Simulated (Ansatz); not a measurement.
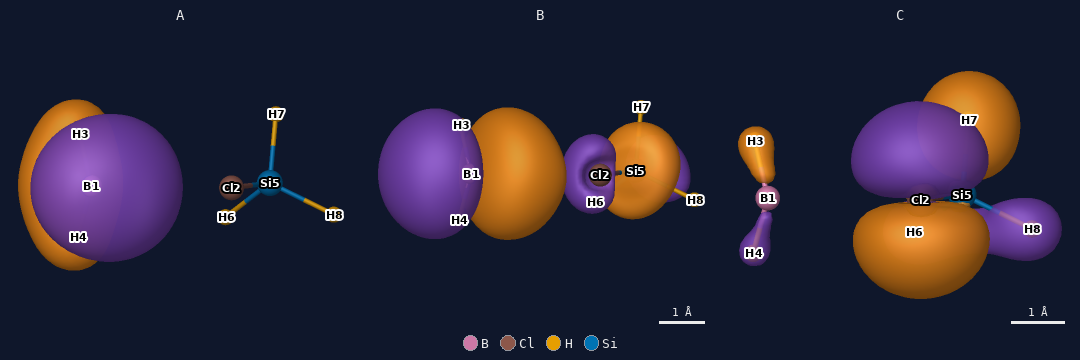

The picture shows: BH$_{2}$···ClH$_{3}$Si (doublet). Three frontier orbitals at ±0.08 Å⁻³ᐟ² (orange and purple are the two phases), in no order.

Method: UKS B3LYP/6-31G* (Ansatz 0.2.0).

```csv
atom,x (Å),y (Å),z (Å)
B,0.0073,0.1025,-0.3218
Cl,-0.0279,1.1313,2.5633
H,1.0755,-0.4214,-0.2368
H,-1.0679,-0.4102,-0.2540
Si,-0.0001,0.0688,4.3968
H,-0.7590,-1.1921,4.2248
H,1.4095,-0.2123,4.7515
H,-0.6374,0.9333,5.4184
```

**Which picture is the HOMO−1, the HOMO and the LUMO? All are α orbitals.**

C is the HOMO−1 (α) (−8.80 eV). It lies mainly on Cl2 (about 75 %), Si5 (about 10 %) and H7 (about 10 %); largely a lone pair of Cl2. A is the HOMO (α) (−5.21 eV). By Hirshfeld shares it lies mainly on B1 (about 80 %), H3 (about 10 %) and H4 (about 10 %). B is the LUMO (α) (−1.58 eV). By Hirshfeld shares it lies mainly on B1 (about 65 %), Si5 (about 10 %), Cl2 (about 10 %), H3 (about 5 %) and H4 (about 5 %).

**What is the gap between the highest occupied and lowest empty α orbitals?**

3.63 eV between the orbital energies.
